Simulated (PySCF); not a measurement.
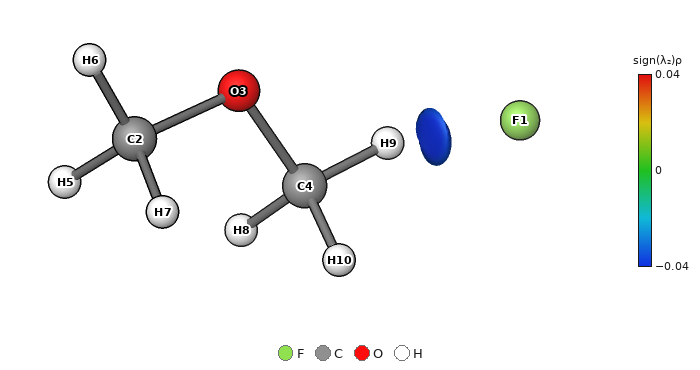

C2H6FO, charge −1, SMILES `[F-].COC`. Non-covalent interaction surfaces between the fragments (reduced density gradient s = 0.4, coloured by sign(λ₂)ρ in a.u.; trimmed to the region between the fragments where ρ is under 0.06 a.u.). Fragment A: F(−1) (atom 1); fragment B: H6C2O.

Computed with PySCF, PBE0/aug-cc-pVDZ, geometry: GFN2-xTB.

Cartesian coordinates (Å):

```
F1      -2.8379   -0.1559   -0.0003
C2       2.1576   -0.0235   -0.0002
O3       0.8585   -0.5213    0.0003
C4      -0.1150    0.5083    0.0005
H5       2.3576    0.5962   -0.8912
H6       2.8409   -0.8752   -0.0006
H7       2.3584    0.5960    0.8892
H8       0.0006    1.1413   -0.8900
H9      -1.1420    0.0647    0.0004
H10      0.0014    1.1412    0.8902
```

**Interpret the surfaces between the fragments.**

Bond critical points between the fragments: F1···H9, weak C–H hydrogen bond, 1.71 Å, ρ = 0.043 a.u. It appears blue (attractive, sign(λ₂)ρ well below zero). The pose is a local one from a semi-empirical search, not shown to be the most stable. With a charged fragment, long-range electrostatics, which these surfaces don't show, weighs heavily in the interaction energy.

**How strongly are they bound?**

The counterpoise-corrected interaction energy of the frozen fragments is −10.7 kcal/mol without dispersion correction and −11.0 kcal/mol with D3(BJ). The pair geometry is semi-empirical, not a minimum at this level.

The PySCF run took 24 s on 1 thread of Intel(R) Xeon(R) 6975P-C (Granite Rapids), on a shared host, peak memory 0.61 GiB.
